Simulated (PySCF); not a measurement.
# CH3In (SMILES C[In]): a chain of runs

Wanted: a series of 16 runs (PBE0-D4/def2-TZVP, CCSD(T)/def2-TZVPP, RI-MP2/def2-QZVPP, PBE-D4/def2-TZVPP, r2SCAN-D4/def2-TZVPP, B3LYP-D4/def2-TZVPP, PBE0-D4/def2-TZVPP, wB97M-V/def2-TZVPP, and more) of CH3In. The job is set up through a Python script.

The results are computed with PySCF 2.14.0.

1 further run of the same task is left out (for a faulty analytic Hessian).

## (1) Starting point

CH3In: 5 atoms, total charge 0, spin state singlet. As SMILES, `C[In]`. All atoms were displaced at random from a relaxed shape. The run starts from this shape.

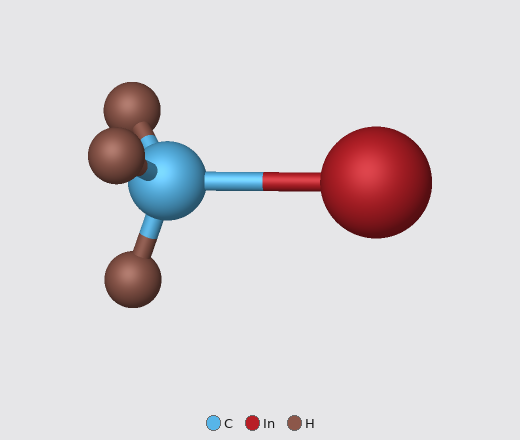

The structure, seen from a chosen angle (carbon blue, indium red, hydrogen brown).

## (2) A structure relaxation at PBE0-D4/def2-TZVP (density fitting with def2-universal-jkfit, core potential) (run 1)

File geometry.xyz:

```xyz
5
CH3In
C     -0.154567     0.031508    -0.076663
In     1.777664    -0.733763     0.693005
H     -0.960702    -0.076954     0.718741
H     -0.489101    -0.406712    -1.021487
H     -0.091654     1.137188    -0.307058
```

File run.py:

```python
from pyscf import gto, dft
from pyscf.geomopt.geometric_solver import kernel as optimise

mol = gto.Mole()
mol.atom = 'geometry.xyz'
mol.ecp = {'In': 'def2-svp'}
mol.verbose = 3
mol.max_memory = 1860
mol.basis = 'def2-tzvp'
mol.charge = 0
mol.build()

mf = dft.RKS(mol, xc='pbe0')
mf = mf.density_fit(auxbasis='def2-universal-jkfit')
mf.grids.level = 4
mf.max_cycle = 100
mf.disp = 'd4'
mf.conv_tol = 1e-09
converged, mol_eq = optimise(mf, maxsteps=100)
print('converged:', converged)
print(mol_eq.tostring())

mf.reset(mol_eq)
mol = mol_eq
mf.kernel()
etot = mf.e_tot
print('E = %.10f Eh' % etot)
```

On the command line:

```
$ OMP_NUM_THREADS=1 python run.py
```

Log:

```text
maxiter                   100
----------------------------------------------------------
Custom engine selected.
Bonds will be generated from interatomic distances less than 1.20 times sum of covalent radii
15 internal coordinates being used (instead of 15 Cartesians)
Internal coordinate system (atoms numbered from 1):
Distance 1-2
Distance 1-3
Distance 1-4
Distance 1-5
Angle 2-1-3
Angle 2-1-4
Angle 2-1-5
Angle 3-1-4
Angle 3-1-5
Angle 4-1-5
Translation-X 1-5
Translation-Y 1-5
Translation-Z 1-5
Rotation-A 1-5
Rotation-B 1-5
Rotation-C 1-5
> ===== Optimization Info: ====
> Job type: Energy minimization
> Maximum number of optimization cycles: 100
> Initial / maximum trust radius (Angstrom): 0.100 / 0.300
> Convergence Criteria:
> Will converge when all 5 criteria are reached:
>  |Delta-E| < 1.00e-06
>  RMS-Grad  < 3.00e-04
>  Max-Grad  < 4.50e-04
>  RMS-Disp  < 1.20e-03
>  Max-Disp  < 1.80e-03
> === End Optimization Info ===

Geometry optimization cycle 1
Cartesian coordinates (Angstrom)
 Atom        New coordinates             dX        dY        dZ
   C  -0.154567   0.031508  -0.076663    0.000000  0.000000  0.000000
  In   1.777664  -0.733763   0.693005    0.000000  0.000000  0.000000
   H  -0.960702  -0.076954   0.718741    0.000000  0.000000 -0.000000
   H  -0.489101  -0.406712  -1.021487    0.000000  0.000000  0.000000
   H  -0.091654   1.137188  -0.307058    0.000000  0.000000  0.000000

WARN: Mole.unit (angstrom) is changed to Bohr

converged SCF energy = -229.999833948228
--------------- DFRKS_Scanner gradients ---------------
         x                y                z
0 C     0.0154409297    -0.0231528342    -0.0087530931
1 In    -0.0029109260     0.0012329829    -0.0005969716
2 H    -0.0144819817    -0.0004616984     0.0188930516
3 H     0.0025500174     0.0054090954    -0.0024032331
4 H    -0.0006032725     0.0169778803    -0.0071459871
----------------------------------------------
cycle 1: E = -229.999833948  dE = -230  norm(grad) = 0.0425387
Step    0 : Gradient = 1.902e-02/2.917e-02 (rms/max) Energy = -229.9998339482
Hessian Eigenvalues: 5.00000e-02 5.00000e-02 5.00000e-02 ... 2.98379e-01 3.04566e-01 3.43645e-01

Geometry optimization cycle 2
Cartesian coordinates (Angstrom)
 Atom        New coordinates             dX        dY        dZ
   C  -0.158622   0.049935  -0.078161   -0.004055  0.018427 -0.001498
  In   1.785138  -0.734570   0.696092    0.007474 -0.000807  0.003087
   H  -0.944437  -0.071212   0.676128    0.016265  0.005742 -0.042613
   H  -0.506699  -0.421626  -1.003393   -0.017598 -0.014914  0.018094
   H  -0.093463   1.128452  -0.283799   -0.001809 -0.008736  0.023259
converged SCF energy = -230.001920615143
--------------- DFRKS_Scanner gradients ---------------
         x                y                z
0 C     0.0015669275    -0.0048777146     0.0007561693
1 In    -0.0001885648     0.0003281824     0.0005011285
2 H     0.0005564205     0.0012625431    -0.0000758210
3 H    -0.0007275088     0.0017987956    -0.0005796529
4 H    -0.0012108970     0.0014933395    -0.0006065291
----------------------------------------------
cycle 2: E = -230.001920615  dE = -0.00208667  norm(grad) = 0.00610639
Step    1 : Displace = 2.835e-02/4.603e-02 (rms/max) Trust = 1.000e-01 (=) Grad = 2.731e-03/5.179e-03 (rms/max) E (change) = -230.0019206151 (-2.087e-03) Quality = 1.090
Hessian Eigenvalues: 5.00000e-02 5.00000e-02 5.00000e-02 ... 2.97850e-01 3.19712e-01 3.43641e-01

Geometry optimization cycle 3
Cartesian coordinates (Angstrom)
 Atom        New coordinates             dX        dY        dZ
   C  -0.161435   0.057313  -0.076852   -0.002814  0.007378  0.001309
  In   1.783334  -0.734969   0.690383   -0.001804 -0.000399 -0.005709
   H  -0.949012  -0.074219   0.673625   -0.004576 -0.003008 -0.002503
   H  -0.501533  -0.429013  -0.997551    0.005165 -0.007387  0.005842
   H  -0.089223   1.131569  -0.282461    0.004240  0.003117  0.001337
converged SCF energy = -230.002011191775
--------------- DFRKS_Scanner gradients ---------------
         x                y                z
0 C     0.0010053358    -0.0010637043    -0.0000465950
1 In    -0.0001664367     0.0003116020     0.0003552239
2 H     0.0003386053     0.0002807473    -0.0003299790
3 H    -0.0008467474     0.0006793123    -0.0000548012
4 H    -0.0003340899    -0.0002023940     0.0000723663
----------------------------------------------
cycle 3: E = -230.002011192  dE = -9.05766e-05  norm(grad) = 0.00200921
Step    2 : Displace = 7.497e-03/1.060e-02 (rms/max) Trust = 1.414e-01 (+) Grad = 8.985e-04/1.464e-03 (rms/max) E (change) = -230.0020111918 (-9.058e-05) Quality = 1.369
Hessian Eigenvalues: 4.99968e-02 5.00000e-02 5.00000e-02 ... 3.09915e-01 3.22700e-01 3.43677e-01

Geometry optimization cycle 4
Cartesian coordinates (Angstrom)
 Atom        New coordinates             dX        dY        dZ
   C  -0.164836   0.062799  -0.073969   -0.003400  0.005486  0.002883
  In   1.782451  -0.737583   0.683697   -0.000883 -0.002614 -0.006685
   H  -0.954769  -0.074954   0.673674   -0.005756 -0.000734  0.000049
   H  -0.491915  -0.435531  -0.993006    0.009618 -0.006519  0.004546
   H  -0.088477   1.135421  -0.282877    0.000746  0.003852 -0.000416
converged SCF energy = -230.002044612101
--------------- DFRKS_Scanner gradients ---------------
         x                y                z
0 C     0.0002760965     0.0003816013    -0.0006772013
1 In    -0.0000332461     0.0001733324     0.0002154127
2 H    -0.0000431098    -0.0003013921     0.0000748033
3 H    -0.0004720517     0.0000038961     0.0001742762
4 H     0.0002693194    -0.0002514201     0.0002101055
----------------------------------------------
cycle 4: E = -230.002044612  dE = -3.34203e-05  norm(grad) = 0.00113552
Step    3 : Displace = 7.836e-03/1.235e-02 (rms/max) Trust = 2.000e-01 (+) Grad = 5.078e-04/8.249e-04 (rms/max) E (change) = -230.0020446121 (-3.342e-05) Quality = 1.243
Hessian Eigenvalues: 4.99113e-02 5.00000e-02 5.00000e-02 ... 3.15219e-01 3.21202e-01 3.43684e-01

Geometry optimization cycle 5
Cartesian coordinates (Angstrom)
 Atom        New coordinates             dX        dY        dZ
   C  -0.166215   0.064662  -0.071349   -0.001380  0.001863  0.002620
  In   1.782508  -0.740021   0.679784    0.000057 -0.002438 -0.003913
   H  -0.957982  -0.073638   0.673865   -0.003213  0.001315  0.000190
   H  -0.485079  -0.438094  -0.990905    0.006836 -0.002563  0.002101
   H  -0.090490   1.136703  -0.283600   -0.002012  0.001282 -0.000722
converged SCF energy = -230.002053618875
--------------- DFRKS_Scanner gradients ---------------
         x                y                z
0 C    -0.0002064558     0.0004315881    -0.0005667852
1 In     0.0000208260     0.0000731900     0.0001181671
2 H     0.0000175703    -0.0002573232     0.0001368734
3 H    -0.0001304451    -0.0000850209     0.0001539548
4 H     0.0002957341    -0.0001561828     0.0001559205
----------------------------------------------
cycle 5: E = -230.002053619  dE = -9.00677e-06  norm(grad) = 0.000916111
Step    4 : Displace = 4.677e-03/7.500e-03 (rms/max) Trust = 2.828e-01 (+) Grad = 4.097e-04/7.417e-04 (rms/max) E (change) = -230.0020536189 (-9.007e-06) Quality = 1.393
Hessian Eigenvalues: 4.07144e-02 5.00000e-02 5.00000e-02 ... 3.07459e-01 3.21619e-01 3.44086e-01

Geometry optimization cycle 6
Cartesian coordinates (Angstrom)
 Atom        New coordinates             dX        dY        dZ
   C  -0.166397   0.065315  -0.068892   -0.000182  0.000653  0.002457
  In   1.783068  -0.742263   0.677073    0.000560 -0.002242 -0.002710
   H  -0.960450  -0.071986   0.673677   -0.002468  0.001652 -0.000188
   H  -0.479977  -0.439323  -0.989409    0.005102 -0.001229  0.001496
   H  -0.093164   1.137152  -0.284390   -0.002674  0.000449 -0.000790
converged SCF energy = -230.002057476449
--------------- DFRKS_Scanner gradients ---------------
         x                y                z
0 C    -0.0003293168     0.0001178662    -0.0002347818
1 In     0.0000335571     0.0000015972     0.0000349137
2 H     0.0000743954    -0.0000733304     0.0000980721
3 H     0.0000805696    -0.0000257614     0.0000579886
4 H     0.0001382000    -0.0000139675     0.0000424742
----------------------------------------------
cycle 6: E = -230.002057476  dE = -3.85757e-06  norm(grad) = 0.000481621
Step    5 : Displace = 3.623e-03/5.335e-03 (rms/max) Trust = 3.000e-01 (+) Grad = 2.154e-04/4.213e-04 (rms/max) E (change) = -230.0020574764 (-3.858e-06) Quality = 1.216
Hessian Eigenvalues: 3.95975e-02 4.99999e-02 5.00000e-02 ... 3.08245e-01 3.21236e-01 3.44089e-01

Geometry optimization cycle 7
Cartesian coordinates (Angstrom)
 Atom        New coordinates             dX        dY        dZ
   C  -0.165896   0.065193  -0.068104    0.000501 -0.000122  0.000787
  In   1.783478  -0.742933   0.676573    0.000410 -0.000670 -0.000501
   H  -0.961112  -0.071482   0.673281   -0.000662  0.000504 -0.000396
   H  -0.479009  -0.439442  -0.988939    0.000968 -0.000118  0.000470
   H  -0.094158   1.137028  -0.284622   -0.000995 -0.000123 -0.000232
converged SCF energy = -230.002058099011
--------------- DFRKS_Scanner gradients ---------------
         x                y                z
0 C    -0.0001647988    -0.0000180976    -0.0000538895
1 In     0.0000129288    -0.0000055006     0.0000064085
2 H     0.0000525733     0.0000038379     0.0000354807
3 H     0.0000637856     0.0000113149     0.0000096488
4 H     0.0000329499     0.0000148940     0.0000011307
----------------------------------------------
cycle 7: E = -230.002058099  dE = -6.22562e-07  norm(grad) = 0.000200661
Step    6 : Displace = 9.753e-04/1.037e-03 (rms/max) Trust = 3.000e-01 (=) Grad = 8.974e-05/1.743e-04 (rms/max) E (change) = -230.0020580990 (-6.226e-07) Quality = 1.240
Hessian Eigenvalues: 3.95975e-02 4.99999e-02 5.00000e-02 ... 3.08245e-01 3.21236e-01 3.44089e-01
Converged! =D

converged: True
C          -0.16589581        0.06519316       -0.06810437
In          1.78347778       -0.74293290        0.67657277
H          -0.96111190       -0.07148211        0.67328100
H          -0.47900896       -0.43944172       -0.98893905
H          -0.09415844        1.13702827       -0.28462195
converged SCF energy = -230.002058099139
E = -230.0020580991 Eh
```

Run time: 72 s. Hardware: 1 thread of Arm Neoverse V1, shared host; peak memory 0.94 GiB.

Step by step:

| step | energy from the first frame kept (eV) | largest force (eV/Å) |
| --- | --- | --- |
| 0 | 0.0000 | 1.5002 |
| 1 | -0.0568 | 0.2663 |
| 2 | -0.0592 | 0.0753 |
| 3 | -0.0602 | 0.0424 |
| 4 | -0.0604 | 0.0381 |
| 5 | -0.0605 | 0.0217 |
| 6 | -0.0605 | 0.0090 |

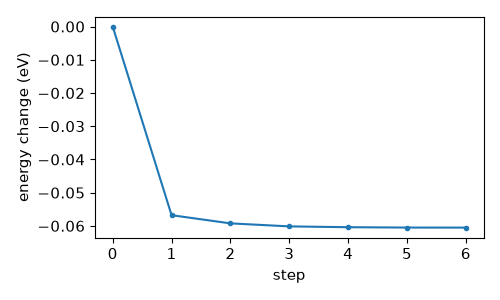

Energy along the run.

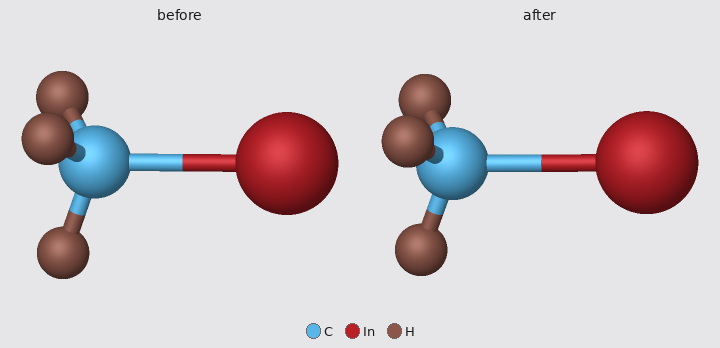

Before and after, at one scale.

After the run. Bond lengths: C1–In2 2.238 Å, C1–H3 1.096 Å, C1–H4 1.096 Å, C1–H5 1.096 Å. Angles: In2–C1–H3 111.2°, In2–C1–H4 111.2°, In2–C1–H5 111.2°, H3–C1–H4 107.7°, H3–C1–H5 107.6°, H4–C1–H5 107.6°.

## (3) The energy at CCSD(T)/def2-TZVPP (core potential) (run 3)

File geometry.xyz:

```xyz
5

C     -0.165896     0.065193    -0.068104
In     1.783478    -0.742933     0.676573
H     -0.961112    -0.071482     0.673281
H     -0.479009    -0.439442    -0.988939
H     -0.094158     1.137028    -0.284622
```

File job.py:

```python
# C[In]
from pyscf import gto, scf, cc

mol = gto.Mole()
mol.atom = 'geometry.xyz'
mol.verbose = 3
mol.ecp = {'In': 'def2-svp'}
mol.max_memory = 1860
mol.basis = 'def2-tzvpp'
mol.build()

hf = scf.RHF(mol)
hf.conv_tol = 1e-10
hf.kernel()
if not hf.converged:
    hf = hf.newton().run(hf.mo_coeff, hf.mo_occ)

mycc = cc.CCSD(hf, frozen=5)
mycc.kernel()
e_t = mycc.ccsd_t()
e_tot = mycc.e_tot + e_t
print('E = %.10f Eh' % e_tot)
```

On the command line:

```
$ OMP_NUM_THREADS=1 python job.py
```

Log:

```text
converged SCF energy = -228.832374310303
E(CCSD) = -229.2982919199537  E_corr = -0.465917609651065
CCSD(T) correction = -0.015404641823456
E = -229.3136965618 Eh
```

Run time: 1.9 min. Hardware: 1 thread of Arm Neoverse V1, shared host; peak memory 1.9 GiB.

Runs 4 to 16 aren't shown in full; the table further down has their settings and results.

## (4) The doublet cation: a single-point energy at U-wB97M-V/def2-TZVPP (density fitting with def2-universal-jkfit, core potential) (run 17)

File job.py:

```python
from pyscf import gto, dft

mol = gto.M(
    atom='''
C       -0.165896       0.065193      -0.068104
In       1.783478      -0.742933       0.676573
H       -0.961112      -0.071482       0.673281
H       -0.479009      -0.439442      -0.988939
H       -0.094158       1.137028      -0.284622
''',
    charge=1,
    max_memory=1860,
    verbose=3,
    ecp={'In': 'def2-svp'},
    spin=1,
    basis='def2-tzvpp',
)

mf = dft.UKS(mol, xc='wb97m-v')
mf = mf.density_fit(auxbasis='def2-universal-jkfit')
mf.grids.level = 4
mf.conv_tol = 1e-10
mf.nlcgrids.level = 1
mf.kernel()
if not mf.converged:
    mf = mf.newton().run(mf.mo_coeff, mf.mo_occ)

e_final = mf.e_tot
print('E(%s) = %.9f' % ('WB97M-V', e_final))
```

On the command line:

```
$ OMP_NUM_THREADS=1 python job.py
```

Log:

```text
converged SCF energy = -229.694128635576  <S^2> = 0.76200239  2S+1 = 2.0119666
E(WB97M-V) = -229.694128636
```

It took 86 s on 1 thread of Arm Neoverse V1, shared host; peak memory 0.55 GiB.

## (5) All runs side by side

| run | level | task | integral approximation | partner | energy (Eh) | dipole moment (D) of the reference | HOMO energy (eV) | LUMO energy (eV) | wall time |
| --- | --- | --- | --- | --- | --- | --- | --- | --- | --- |
| 1 | PBE0-D4/def2-TZVP (density fitting with def2-universal-jkfit, core potential) | optimise | def2-universal-jkfit | base | -230.002058 | 0.19 | -5.38 | -1.43 | 72 s |
| 3 | CCSD(T)/def2-TZVPP (core potential) | energy | none | base | -229.313697 | 0.06 | -7.32 | 0.73 | 1.9 min |
| 4 | RI-MP2/def2-QZVPP (density fitting with def2-universal-jkfit, core potential) | energy | def2-universal-jkfit | base | -229.488644 | 0.10 | -7.34 | 0.63 | 4.2 s |
| 5 | PBE-D4/def2-TZVPP (core potential) | energy | none | base | -229.999843 | 0.22 | -4.45 | -2.10 | 17 s |
| 6 | r2SCAN-D4/def2-TZVPP (core potential) | energy | none | base | -230.094776 | 0.17 | -4.66 | -1.90 | 39 s |
| 7 | B3LYP-D4/def2-TZVPP (core potential) | energy | none | base | -230.134658 | 0.32 | -5.24 | -1.70 | 17 s |
| 8 | PBE0-D4/def2-TZVPP (core potential) | energy | none | base | -230.003068 | 0.19 | -5.38 | -1.43 | 17 s |
| 9 | wB97M-V/def2-TZVPP (core potential) | energy | none | base | -229.971152 | 0.21 | -7.40 | 0.00 | 76 s |
| 10 | B2PLYP/def2-TZVPP (core potential) | energy | none | base | -229.801395 | 0.22 | -6.12 | -0.62 | 18 s |
| 11 | SVWN5/def2-TZVPP (core potential) | energy | none | base | -229.352314 | 0.19 | -4.64 | -2.32 | 12 s |
| 12 | M06-2X/def2-TZVPP (core potential) | energy | none | base | -229.957886 | 0.22 | -6.23 | -0.85 | 47 s |
| 13 | HF/STO-3G | energy | none | base | -5721.978196 | 0.50 | -3.82 | 6.31 | 1.1 s |
| 14 | UPBE-D4/def2-TZVPP (core potential) | energy | none | cation | -229.725149 | – | -11.75 | -10.49 | 32 s |
| 15 | UB3LYP-D4/def2-TZVPP (core potential) | energy | none | cation | -229.856697 | – | -12.61 | -9.87 | 38 s |
| 16 | UPBE0-D4/def2-TZVPP (core potential) | energy | none | cation | -229.729552 | – | -12.80 | -9.48 | 40 s |
| 17 | U-wB97M-V/def2-TZVPP (density fitting with def2-universal-jkfit, core potential) | energy | def2-universal-jkfit | cation | -229.694129 | – | -14.76 | -7.80 | 86 s |

## (6) Results

| quantity | value |
| --- | --- |
| doublet cation, run 17: total energy | -229.69413 Eh |
| doublet cation, run 17: HOMO energy (highest over α and β) | -14.76 eV |
| doublet cation, run 17: LUMO energy (lowest over α and β) | -7.80 eV |
| doublet cation, run 17: ⟨S²⟩ | 0.762 |
| vertical ionisation energy (to the doublet cation), PBE-D4/def2-TZVPP | 7.475 eV |
| vertical ionisation energy (to the doublet cation), B3LYP-D4/def2-TZVPP | 7.564 eV |
| vertical ionisation energy (to the doublet cation), PBE0-D4/def2-TZVPP | 7.443 eV |

In words: At PBE-D4/def2-TZVPP: the vertical ionisation energy comes to 7.47 eV (721 kJ/mol). The negative HOMO energy of the first species, 4.45 eV, lies 3.02 eV below that difference. At B3LYP-D4/def2-TZVPP: the vertical ionisation energy comes to 7.56 eV (730 kJ/mol). The negative HOMO energy of the first species, 5.24 eV, lies 2.32 eV below that difference. At PBE0-D4/def2-TZVPP: the vertical ionisation energy comes to 7.44 eV (718 kJ/mol). The negative HOMO energy of the first species, 5.38 eV, lies 2.06 eV below that difference. Totals of different functionals can't be ranked against each other. Some runs of one species differ in core potentials or relativity; totals across that change don't compare. In run 13 the basis is minimal, so the values are rough. In run 13 relativity is left out where basis or elements ask for it. All runs together took 11 min, the longest 1.9 min.
